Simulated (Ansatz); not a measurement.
**GeN2H4 (SMILES [NH2][Ge][NH2]) at wB97X/def2-SVPD**

Aim: the electronic atomisation energy of GeN2H4 at wB97X/def2-SVPD, from 4 runs. 

The results are computed with Ansatz 0.2.0.

43 further runs of the same task are left out: 43 set aside as unsound or not needed. Runs told in other sessions of the task aren't counted.

**1. The system as given**

The species is GeN2H4 (7 atoms), meant as a singlet with charge 0. SMILES: `[NH2][Ge][NH2]`. The shape is that of a PBE0-D4/def2-TZVP optimisation. This is one conformer, not always the lowest.

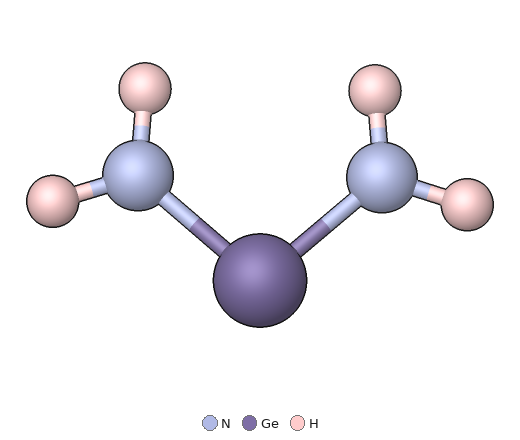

The structure, seen from a chosen angle (nitrogen light blue, germanium purple, hydrogen pink).

**2. The energy at wB97X/def2-SVPD**

job.yaml reads:

```yaml
crystal:
  periodic: [false, false, false]
  atoms:
    - {symbol: N, position_ang: [-1.179700, 0.092100, -0.683900]}
    - {symbol: Ge, position_ang: [-0.069700, -1.237600, -0.102500]}
    - {symbol: "N", position_ang: [1.194700, -0.165000, 0.665000]}
    - {symbol: H, position_ang: [-2.029900, -0.124000, -1.176400]}
    - {symbol: H, position_ang: [-1.047800, 1.084700, -0.566600]}
    - {symbol: H, position_ang: [1.191600, 0.842500, 0.702200]}
    - {symbol: H, position_ang: [2.002000, -0.560700, 1.116500]}
basis:
  gaussian:
    orbitals: def2-SVPD
hamiltonian:
  xc: {name: wB97X}
accuracy: high
output: {orbitals: {seedname: orbitals}}
```

The run is started by

```sh
ansatz run job.yaml --threads 1 --pin off --max-ram 3480MiB --events-out events.jsonl --progress --plain --runs-dir runs
```

The log of the run:

```text
Warning: RAYON_NUM_THREADS=1 ignored (pool sized by the plan → 1); use --threads N
Functional definition: wB97X
  name "wB97X"
  parameter omega = 0.3/bohr
  parameter cx = 0.157706
  parameter cx1 = 0.726479
  parameter cx2 = 1.04760
  parameter cx3 = -5.70635
  parameter cx4 = 13.2794
  parameter css1 = -4.33879
  parameter css2 = 18.2308
  parameter css3 = -31.7430
  parameter css4 = 17.2901
  parameter cos1 = 2.37031
  parameter cos2 = -11.3995
  parameter cos3 = 6.58405
  parameter cos4 = -3.78132
  exchange = spin_sum(e_x_unif_sr(omega)*poly(b97_u_x, 1 - cx, cx1, cx2, cx3, cx4)) + cx*exact_x_sr(omega)
      + exact_x_lr(omega)
  correlation = spin_sum(e_c_pw_same_spin*poly(b97_u_same, 1, css1, css2, css3, css4))
      + integral(e_c_pw_opposite_spin*poly(b97_u_opposite, 1, cos1, cos2, cos3, cos4))
2230 factors; integrals over basis functions are off by at most 4.5e-9 eV
439 factors; integrals over basis functions are off by at most 1.2e-9 eV
mean field evaluation 1: about -59548.2889 eV, gradient 6.0e1 eV
mean field evaluation 2: about -59546.9417 eV, gradient 6.5e1 eV
mean field evaluation 4: about -59555.5390 eV, gradient 1.4e0 eV
mean field evaluation 8: about -59555.5945 eV, gradient 1.6e-2 eV
mean field evaluation 16: about -59555.5945 eV, gradient 5.5e-6 eV
mean field -59555.59449503 eV, -2188.6277294606 hartree, gradient 7.8e-8 eV, S^2 0.000000; 0 other end points of the search recorded, 0 dependent functions left out
reference -59555.59449194 eV, -2188.6277293471 hartree; 25, 25 occupied and 85, 85 virtual orbitals, 2230 factors
Total energy: -59555.59449194 eV, -2188.6277293471 hartree
```

Wall time 21 s (1 thread of Intel Xeon Platinum 8488C (Sapphire Rapids), shared host); peak memory 0.62 GiB.

**3. The Ge atom at the same level**

job.yaml reads:

```yaml
crystal:
  periodic: [false, false, false]
  atoms:
    - {symbol: Ge, position_ang: [0.000000, 0.000000, 0.000000]}
basis:
  gaussian: {orbitals: def2-SVPD}
magnetization: {spin_polarized: true, initial_magnetization: 2}
hamiltonian: {xc: {name: wB97X}}
accuracy: high
```

Run the same way, it converges to -2076.69130 Eh (log not shown).

**4. The H atom**

run.yaml reads:

```yaml
crystal:
  periodic: [false, false, false]
  atoms:
    - {symbol: H, position_ang: [0.000000, 0.000000, 0.000000]}
basis:
  gaussian:
    orbitals: def2-SVPD
magnetization:
  spin_polarized: true
  initial_magnetization: 1
hamiltonian:
  xc: {name: wB97X}
accuracy: high
```

Run the same way, it converges to -0.50060 Eh (log not shown).

**5. The N atom at the same level**

in.yaml reads:

```yaml
crystal:
  periodic: [false, false, false]
  atoms:
    - symbol: N
      position_ang: [0.000000, 0.000000, 0.000000]
basis:
  gaussian:
    orbitals: def2-SVPD
magnetization:
  spin_polarized: true
  initial_magnetization: 3
hamiltonian:
  xc: {name: wB97X}
accuracy: high
```

Run the same way, it converges to -54.52796 Eh (log not shown).

**6. Summary of results**

Level: wB97X/def2-SVPD.

| quantity | value |
| --- | --- |
| molecule: total energy | -2188.62773 Eh |
| molecule: HOMO energy | -9.15 eV |
| molecule: LUMO energy | 1.31 eV |
| molecule: HOMO–LUMO gap | 10.46 eV |
| Ge atom: total energy | -2076.69130 Eh |
| Ge atom: ⟨S²⟩ | 2.003 |
| H atom: total energy | -0.50060 Eh |
| H atom: ⟨S²⟩ | 0.750 |
| N atom: total energy | -54.52796 Eh |
| N atom: ⟨S²⟩ | 3.757 |
| electronic atomisation energy | 23.894 eV |

In words: Taking the molecule apart into free atoms costs 23.89 eV (2305 kJ/mol), before zero-point energy and without spin-orbit coupling.
